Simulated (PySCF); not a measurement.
**[Hf(NH2)3(H2O)]+: shape, vibrations and bonding**

Aim: find the relaxed shape of [Hf(NH2)3(H2O)]+, test it by its vibrations, and read charges and levels. The structure is generated, not taken from experiment.

Computed with PySCF 2.14.0. Level: PBE0, Hf def2-SVP with ECP60, N def2-SVP, H def2-SVP, O def2-SVP; scalar-relativistic core potentials, no spin–orbit coupling.

1 further run of the same task is left out (for a known fault of the program).

### Step 1. Starting geometry

13 atoms, charge 1, spin multiplicity 1.

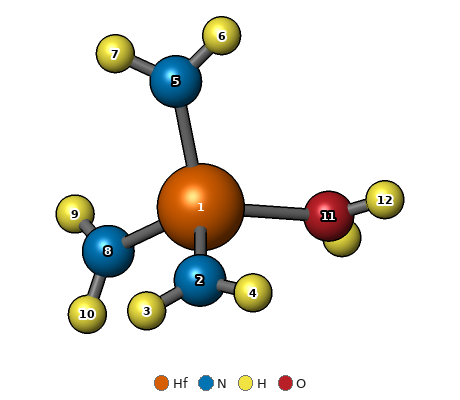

The starting geometry (hafnium orange, nitrogen blue, hydrogen yellow, oxygen red); atoms are numbered from 1 in the order of the file.

As a file:

```tsv
atom	x (Å)	y (Å)	z (Å)
Hf1	0.0000	0.0000	0.0000
N2	1.1639	1.1639	1.1639
H3	2.0915	0.9177	1.5046
H4	0.9177	2.0915	1.5046
N5	-1.1639	-1.1639	1.1639
H6	-2.0915	-0.9177	1.5046
H7	-0.9177	-2.0915	1.5046
N8	1.1639	-1.1639	-1.1639
H9	0.9177	-2.0915	-1.5046
H10	2.0915	-0.9177	-1.5046
O11	-1.2586	1.2586	-1.2586
H12	-1.9136	1.9136	-0.9706
H13	-1.2849	1.2849	-2.2280
```

Formal oxidation states: Hf +4.

### Step 2. SCF at the start, singlet

Contents of run.py (the lines that set the calculation):

```python
mol = gto.M(atom='''
Hf     0.00000     0.00000     0.00000
N      1.16390     1.16390     1.16390
H      2.09150     0.91770     1.50460
H      0.91770     2.09150     1.50460
N     -1.16390    -1.16390     1.16390
H     -2.09150    -0.91770     1.50460
H     -0.91770    -2.09150     1.50460
N      1.16390    -1.16390    -1.16390
H      0.91770    -2.09150    -1.50460
H      2.09150    -0.91770    -1.50460
O     -1.25860     1.25860    -1.25860
H     -1.91360     1.91360    -0.97060
H     -1.28490     1.28490    -2.22800''',
    basis={'Hf': 'def2-SVP', 'N': 'def2-SVP', 'H': 'def2-SVP', 'O': 'def2-SVP'},
    ecp={'Hf': 'def2-SVP'},
    charge=1, spin=0)
mf = dft.RKS(mol, xc='PBE0')
mf.grids.atom_grid = (50, 194)
mf = mf.density_fit()  # fitting sets: Hf def2-universal-JKFIT, N def2-universal-JKFIT, H def2-universal-JKFIT, O def2-universal-JKFIT
mf.conv_tol = 1e-08; mf.max_cycle = 55
mf.kernel(dm0)  # dm0: free metal ions and neutral atoms
```

Run with:

```
$ OMP_NUM_THREADS=2 python run.py
```

Standard output:

```text
init E= -294.705089232768
  HOMO = -0.503681340920879  LUMO = -0.372152297425298  gap/eV = 3.57909
cycle= 1 E= -291.570924555687  delta_E= 3.13  |g|= 0.799  |ddm|= 3.49
  HOMO = -0.310121659222563  LUMO = -0.179668723553576  gap/eV = 3.54981
cycle= 2 E= -291.614455246111  delta_E= -0.0435  |g|= 0.699  |ddm|= 1.73
  HOMO = -0.392856238151602  LUMO = -0.196044356261794  gap/eV = 5.35552
cycle= 3 E= -291.749119747239  delta_E= -0.135  |g|= 0.0673  |ddm|= 0.979
  HOMO = -0.392479295372187  LUMO = -0.188691296992956  gap/eV = 5.54535
cycle= 4 E= -291.749105274097  delta_E= 1.45e-05  |g|= 0.0705  |ddm|= 0.115
  HOMO = -0.393642521315741  LUMO = -0.188561513234821  gap/eV = 5.58054
cycle= 5 E= -291.750259583663  delta_E= -0.00115  |g|= 0.007  |ddm|= 0.0569
  HOMO = -0.394034870647751  LUMO = -0.188867192005281  gap/eV = 5.58290
cycle= 6 E= -291.750270453411  delta_E= -1.09e-05  |g|= 0.00177  |ddm|= 0.00808
  HOMO = -0.394129081798166  LUMO = -0.188949195359559  gap/eV = 5.58323
cycle= 7 E= -291.750270981848  delta_E= -5.28e-07  |g|= 0.000674  |ddm|= 0.00147
  HOMO = -0.394082009488265  LUMO = -0.188934791937026  gap/eV = 5.58234
cycle= 8 E= -291.750271069091  delta_E= -8.72e-08  |g|= 0.000108  |ddm|= 0.000503
  HOMO = -0.394098868538634  LUMO = -0.18893270787444  gap/eV = 5.58286
cycle= 9 E= -291.750271071167  delta_E= -2.08e-09  |g|= 6.7e-05  |ddm|= 0.000136
  HOMO = -0.394084768964451  LUMO = -0.188935988408833  gap/eV = 5.58238
Extra cycle  E= -291.750271069357  delta_E= 1.81e-09  |g|= 0.000112  |ddm|= 0.000153
converged SCF energy = -291.750271069357
```

It took 4.2 s on 2 threads of Arm Neoverse V1, shared host; peak memory 0.75 GiB.

It gives: E = -291.750271 Eh, HOMO -10.72 eV, LUMO -5.14 eV, Mulliken charge on Hf1 +1.12 e. 

### Step 3. Relaxation, singlet

Steps are kept in the start's point group, Cs.

Contents of run.py (the lines that set the calculation):

```python
mol = gto.M(atom='''
Hf     0.01636    -0.01636     0.01636
N      1.18026     1.14754     1.18026
H      2.10786     0.90134     1.52096
H      0.93406     2.07514     1.52096
N     -1.14754    -1.18026     1.18026
H     -2.07514    -0.93406     1.52096
H     -0.90134    -2.10786     1.52096
N      1.18026    -1.18026    -1.14754
H      0.93406    -2.10786    -1.48824
H      2.10786    -0.93406    -1.48824
O     -1.24224     1.24224    -1.24224
H     -1.89724     1.89724    -0.95424
H     -1.26854     1.26854    -2.21164''',
    basis={'Hf': 'def2-SVP', 'N': 'def2-SVP', 'H': 'def2-SVP', 'O': 'def2-SVP'},
    ecp={'Hf': 'def2-SVP'},
    charge=1, spin=0)
mf = dft.RKS(mol, xc='PBE0')
mf.grids.atom_grid = (50, 194)
mf = mf.density_fit()  # fitting sets: Hf def2-universal-JKFIT, N def2-universal-JKFIT, H def2-universal-JKFIT, O def2-universal-JKFIT
mf.conv_tol = 1e-08; mf.max_cycle = 55
mf.kernel(dm0)  # dm0: an SCF of this state at this start
# quasi-Newton relaxation in Cartesian coordinates to a largest gradient under 0.00045 Eh/bohr, steps kept in the point group
```

Run with:

```
$ OMP_NUM_THREADS=2 python run.py
```

The driver keeps no SCF log for this step, only its results.

Run time: 2.5 min. Hardware: 2 threads of Arm Neoverse V1, shared host.

Step by step:

```tsv
step	energy from step 1 (eV)	largest force component (eV/Å)
1	0.0000	0.6635
2	-0.0706	0.4927
3	-0.1051	0.2909
4	-0.1756	0.4781
5	-0.1818	1.5657
6	-0.2622	0.3714
7	-0.3038	0.3278
8	-0.3508	0.9107
9	-0.3780	0.9932
10	-0.4022	0.4598
11	-0.4229	0.3318
12	-0.4446	0.3051
13	-0.4663	0.3792
14	-0.4813	0.2389
15	-0.4938	0.3418
16	-0.5018	0.1596
17	-0.5060	0.1295
18	-0.5089	0.1008
19	-0.5122	0.1079
20	-0.5133	0.0572
21	-0.5139	0.0307
22	-0.5140	0.0201
23	-0.5141	0.0221
24	-0.5142	0.0171
```

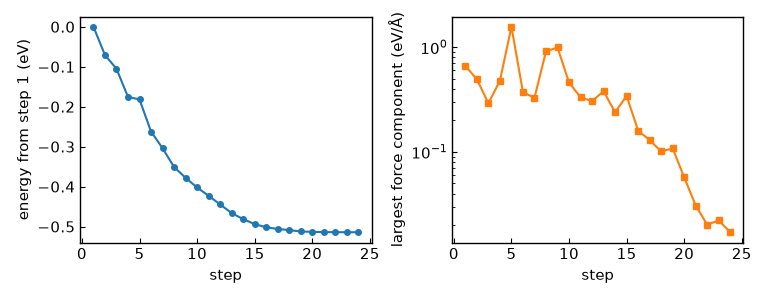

Energy and force, step by step.

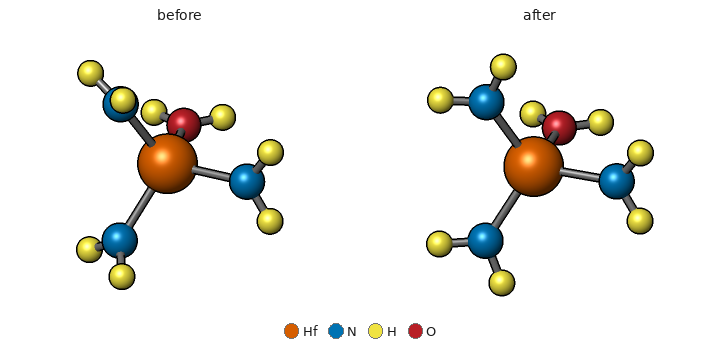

Before and after, at one scale.

Distances of close pairs at the start and the end, largest changes first:

```tsv
bond	before (Å)	after (Å)	change (Å)
Hf1–O11	2.180	2.237	+0.057
Hf1–N2	2.016	2.001	-0.015
Hf1–N5	2.016	2.001	-0.015
Hf1–N8	2.016	2.004	-0.012
N2–H4	1.018	1.022	+0.003
N5–H6	1.018	1.022	+0.003
N8–H9	1.018	1.022	+0.003
N8–H10	1.018	1.022	+0.003
```

It ends in Cs at E = -291.769168 Eh.

```tsv
atom	x (Å)	y (Å)	z (Å)
Hf1	0.08821	-0.08821	0.13804
N2	1.13037	1.23544	1.21723
H3	2.02463	1.66027	0.96790
H4	0.89501	1.55997	2.15707
N5	-1.23544	-1.13037	1.21723
H6	-1.55997	-0.89501	2.15707
H7	-1.66027	-2.02463	0.96790
N8	1.16013	-1.16013	-1.17243
H9	0.93685	-2.09844	-1.50959
H10	2.09844	-0.93685	-1.50959
O11	-1.11694	1.11694	-1.31068
H12	-1.78843	1.78843	-1.11765
H13	-1.04396	1.04396	-2.27399
```

### Step 4. The relaxed geometry turned into its symmetry frame

Contents of run.py (the lines that set the calculation):

```python
mol = gto.M(atom='''
Hf     0.03665    -0.03665     0.05111
N      1.07881     1.28699     1.13030
H      1.97308     1.71182     0.88097
H      0.84346     1.61153     2.07015
N     -1.28699    -1.07881     1.13030
H     -1.61153    -0.84346     2.07015
H     -1.71182    -1.97308     0.88097
N      1.10858    -1.10858    -1.25936
H      0.88530    -2.04689    -1.59652
H      2.04689    -0.88530    -1.59652
O     -1.16850     1.16850    -1.39761
H     -1.83998     1.83998    -1.20457
H     -1.09551     1.09551    -2.36091''',
    basis={'Hf': 'def2-SVP', 'N': 'def2-SVP', 'H': 'def2-SVP', 'O': 'def2-SVP'},
    ecp={'Hf': 'def2-SVP'},
    charge=1, spin=0)
mf = dft.RKS(mol, xc='PBE0')
mf.grids.atom_grid = (50, 194)
mf = mf.density_fit()  # fitting sets: Hf def2-universal-JKFIT, N def2-universal-JKFIT, H def2-universal-JKFIT, O def2-universal-JKFIT
mf.conv_tol = 1e-08; mf.max_cycle = 55
mf.kernel(dm0)  # dm0: free metal ions and neutral atoms
```

Run with:

```
$ OMP_NUM_THREADS=2 python run.py
```

Standard output:

```text
init E= -294.691994285702
  HOMO = -0.52624360415386  LUMO = -0.339669685548971  gap/eV = 5.07693
cycle= 1 E= -291.56789237517  delta_E= 3.12  |g|= 0.842  |ddm|=  3.5
  HOMO = -0.349475503006654  LUMO = -0.151201258042402  gap/eV = 5.39532
cycle= 2 E= -291.598950181786  delta_E= -0.0311  |g|= 0.759  |ddm|= 1.89
  HOMO = -0.415425735629469  LUMO = -0.183480609530136  gap/eV = 6.31155
cycle= 3 E= -291.765908613937  delta_E= -0.167  |g|= 0.115  |ddm|=  1.1
  HOMO = -0.430156377674534  LUMO = -0.17823072921033  gap/eV = 6.85525
cycle= 4 E= -291.767521945446  delta_E= -0.00161  |g|= 0.085  |ddm|= 0.156
  HOMO = -0.425218046054428  LUMO = -0.177743033401942  gap/eV = 6.73414
cycle= 5 E= -291.769161056214  delta_E= -0.00164  |g|= 0.00516  |ddm|= 0.0624
  HOMO = -0.425595361195179  LUMO = -0.178227521316792  gap/eV = 6.73122
cycle= 6 E= -291.769168048483  delta_E= -6.99e-06  |g|= 0.00093  |ddm|= 0.00755
  HOMO = -0.425612016499363  LUMO = -0.178244386226812  gap/eV = 6.73122
cycle= 7 E= -291.769168126182  delta_E= -7.77e-08  |g|= 0.000742  |ddm|= 0.00113
  HOMO = -0.42557430068788  LUMO = -0.178241850685765  gap/eV = 6.73026
cycle= 8 E= -291.769168244847  delta_E= -1.19e-07  |g|= 0.000131  |ddm|= 0.000589
  HOMO = -0.425579041516868  LUMO = -0.17824261629811  gap/eV = 6.73037
cycle= 9 E= -291.76916824847  delta_E= -3.62e-09  |g|= 5.85e-05  |ddm|= 0.000137
  HOMO = -0.425577076065895  LUMO = -0.17824769373744  gap/eV = 6.73018
Extra cycle  E= -291.769168247531  delta_E= 9.39e-10  |g|= 8.93e-05  |ddm|= 0.00011
converged SCF energy = -291.769168247531
```

Run time: 2.9 s. Hardware: 2 threads of Arm Neoverse V1, shared host.

It gives: E = -291.769168 Eh, HOMO -11.58 eV, LUMO -4.85 eV, Mulliken charge on Hf1 +1.09 e. 

### Step 5. Harmonic vibrations

run.py (the lines that set the calculation), as its differences from that of step 4:

```diff
@@ -20,3 +20,4 @@
 mf = mf.density_fit()  # fitting sets: Hf def2-universal-JKFIT, N def2-universal-JKFIT, H def2-universal-JKFIT, O def2-universal-JKFIT
-mf.conv_tol = 1e-08; mf.max_cycle = 55
-mf.kernel(dm0)  # dm0: free metal ions and neutral atoms
+mf.conv_tol = 1e-10; mf.max_cycle = 55
+mf.kernel(dm0)  # dm0: the density of the relaxed state
+# Hessian and dipole derivatives by central differences of gradients, 0.02 bohr
```

Run with:

```
$ OMP_NUM_THREADS=2 python run.py
```

The driver keeps no SCF log for this step, only its results.

Wall time 4.7 min (2 threads of Arm Neoverse V1, shared host).

Point group Cs; negative numbers are unstable modes, and those under 60 cm⁻¹ are near the numerical noise:

```tsv
cm⁻¹	km/mol	symmetry
55	1.1	a''
110	6.4	a'
118	0.6	a'
138	11.4	a''
155	0.9	a'
178	0.6	a''
232	6.3	a''
305	0.3	a'
330	164.6	a''
376	70.9	a''
381	2.5	a'
431	1.0	a''
520	5.6	a'
521	12.0	a''
546	10.3	a'
594	24.0	a''
605	158.9	a'
634	447.9	a'
673	36.6	a'
678	176.4	a'
679	168.3	a''
1513	69.4	a''
1516	70.5	a'
1522	19.0	a'
1622	117.2	a'
3534	160.5	a'
3537	156.7	a''
3542	41.2	a'
3617	40.9	a''
3622	52.7	a''
3622	69.9	a'
3808	246.8	a'
3890	248.2	a'
```

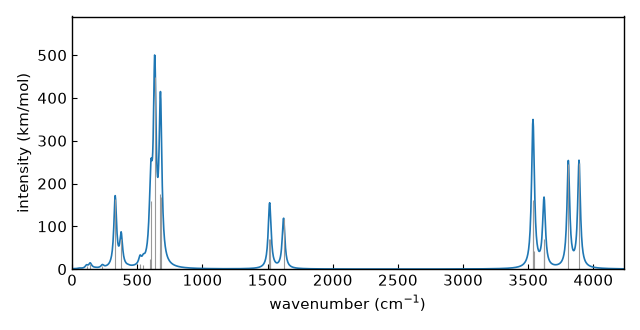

The infrared spectrum from the harmonic lines. Lines are broadened to a width of 25 cm⁻¹ (Lorentzian).

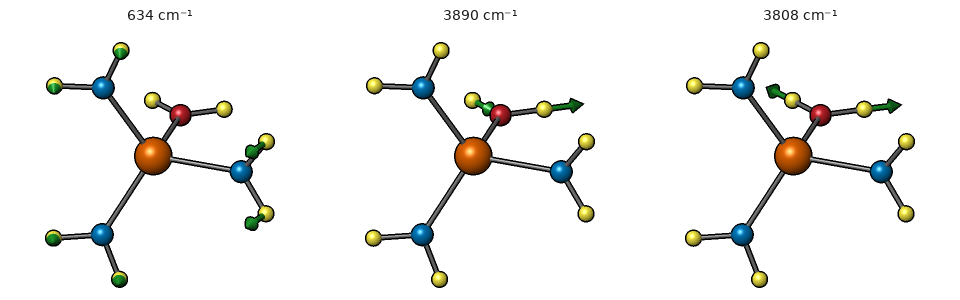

How the atoms move in 3 of the modes.

### Step 6. Charges, bond orders and levels

Contents of run.py (the lines that set the calculation):

```python
mol = gto.M(atom='''
Hf     0.08821    -0.08821     0.13804
N      1.13037     1.23544     1.21723
H      2.02463     1.66027     0.96790
H      0.89501     1.55997     2.15707
N     -1.23544    -1.13037     1.21723
H     -1.55997    -0.89501     2.15707
H     -1.66027    -2.02463     0.96790
N      1.16013    -1.16013    -1.17243
H      0.93685    -2.09844    -1.50959
H      2.09844    -0.93685    -1.50959
O     -1.11694     1.11694    -1.31068
H     -1.78843     1.78843    -1.11765
H     -1.04396     1.04396    -2.27399''',
    basis={'Hf': 'def2-SVP', 'N': 'def2-SVP', 'H': 'def2-SVP', 'O': 'def2-SVP'},
    ecp={'Hf': 'def2-SVP'},
    charge=1, spin=0)
mf = dft.RKS(mol, xc='PBE0')
mf.grids.atom_grid = (75, 302)
mf = mf.density_fit()  # fitting sets: Hf def2-universal-JKFIT, N def2-universal-JKFIT, H def2-universal-JKFIT, O def2-universal-JKFIT
mf.conv_tol = 1e-09; mf.max_cycle = 55
mf.kernel(dm0)  # dm0: the density of the relaxed state
```

Run with:

```
$ OMP_NUM_THREADS=2 python run.py
```

Standard output:

```text
init E= -291.769131043688
  HOMO = -0.425568835419869  LUMO = -0.178234142871087  gap/eV = 6.73032
cycle= 1 E= -291.769131063205  delta_E= -1.95e-08  |g|= 0.000213  |ddm|= 0.000687
  HOMO = -0.425569698315818  LUMO = -0.178233996116411  gap/eV = 6.73035
cycle= 2 E= -291.769131041137  delta_E= 2.21e-08  |g|= 0.000375  |ddm|= 0.000439
  HOMO = -0.425568122979981  LUMO = -0.178232627738083  gap/eV = 6.73034
cycle= 3 E= -291.769131073631  delta_E= -3.25e-08  |g|= 1.44e-05  |ddm|= 0.000285
  HOMO = -0.425568091315159  LUMO = -0.178233184545753  gap/eV = 6.73033
cycle= 4 E= -291.769131073667  delta_E= -3.62e-11  |g|= 5.5e-06  |ddm|= 1.22e-05
  HOMO = -0.425568222260871  LUMO = -0.17823276853704  gap/eV = 6.73034
Extra cycle  E= -291.769131073663  delta_E= 4.55e-12  |g|= 7.8e-06  |ddm|= 8.45e-06
converged SCF energy = -291.769131073663
```

Run time: 30 s. Hardware: 2 threads of Arm Neoverse V1, shared host.

Result: E = -291.769131 Eh, HOMO -11.58 eV, LUMO -4.85 eV, Mulliken charge on Hf1 +1.09 e, largest force component 0.016 eV/Å. 

Löwdin charges:

Hf1 0.41; N2 -0.15; H3 0.11; H4 0.11; N5 -0.15; H6 0.11; H7 0.11; N8 -0.15; H9 0.11; H10 0.11; O11 0.07; H12 0.16; H13 0.16

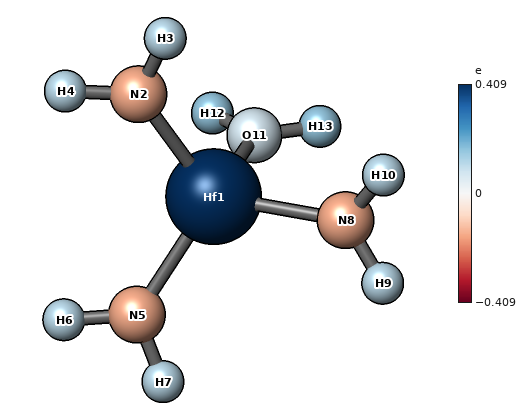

Löwdin charges, as colours on the atoms.

Mulliken charges: Hf1 +1.09, N2 -0.48, H3 +0.18, H4 +0.18, N5 -0.48, H6 +0.18, H7 +0.18, N8 -0.48, H9 +0.18, H10 +0.18, O11 -0.29, H12 +0.27, H13 +0.27 e.

Contacts (the nearest donor of each ligand) and Mayer bond orders:

```tsv
contact	distance (Å)	bond order
Hf1–N2 (NH2)	2.001	1.31
Hf1–N5 (NH2)	2.001	1.31
Hf1–N8 (NH2)	2.004	1.31
Hf1–O11 (H2O)	2.237	0.40
```

Mulliken populations of Hf1 outside the core potential: s 2.39, p 6.28, d 2.09, f 0.14.

Orbitals, density, ELF and potential are computed afterwards from the orbital file.

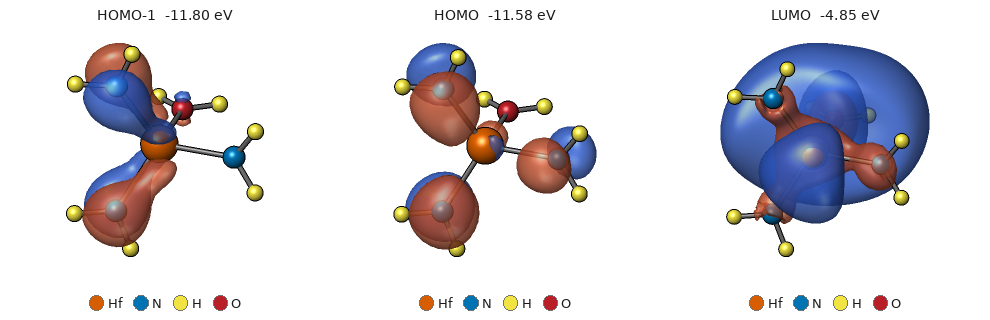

PBE0 orbitals near the gap, drawn at the value that encloses 70 % of each; the two colours are the two signs.

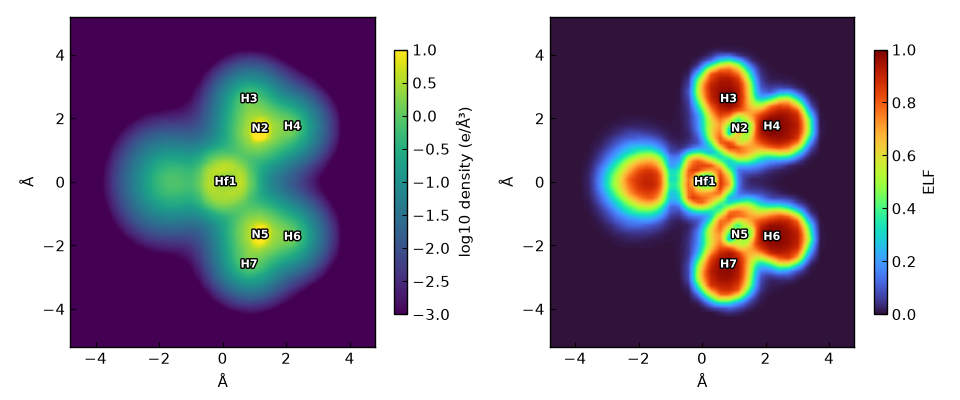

Density (left) and ELF (right) in a plane through or near 7 of the atoms.

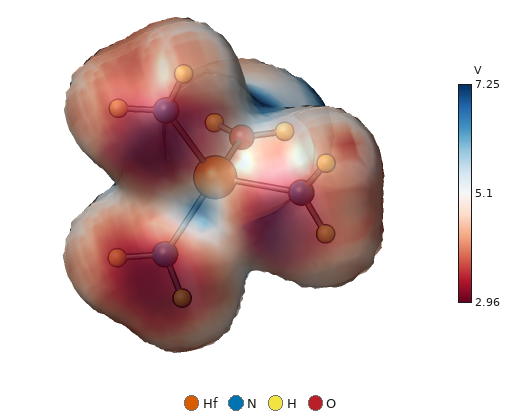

Electrostatic potential on the surface of density 0.002 e/bohr³; red is low, blue high. It runs, from the 1st to the 99th percentile, from 2.96 V near N2 to 7.25 V near Hf1.

### Step 7. Outcome

```
                                              quantity                            value
                                 state and point group                      singlet, Cs
                                                 modes   55 to 3890 cm⁻¹, none unstable
strongest infrared band (modes within 1.5 cm⁻¹ summed)            634 cm⁻¹ (448 km/mol)
                                     zero-point energy                         2.703 eV
                               ideal gas, 298 K, 1 bar  S = 419.7, Cp = 160.9 J/(mol K)
                                 metal–ligand contacts                   2.00 to 2.24 Å
                                       frontier levels    HOMO -11.58 eV, LUMO -4.85 eV
                       dipole about the centre of mass                           4.28 D
                                   mean polarisability                           8.7 Å³
```

All modes are real within the noise of the softest ones, so the structure is a minimum. The metal carries +0.41 e by Löwdin's partition against a formal +4, and bond orders to the nearest donors reach 1.31. Both measures hang on the basis. One start shape was tried, so another isomer may lie lower. The bases are small and lack diffuse functions. Spin–orbit coupling is left out.
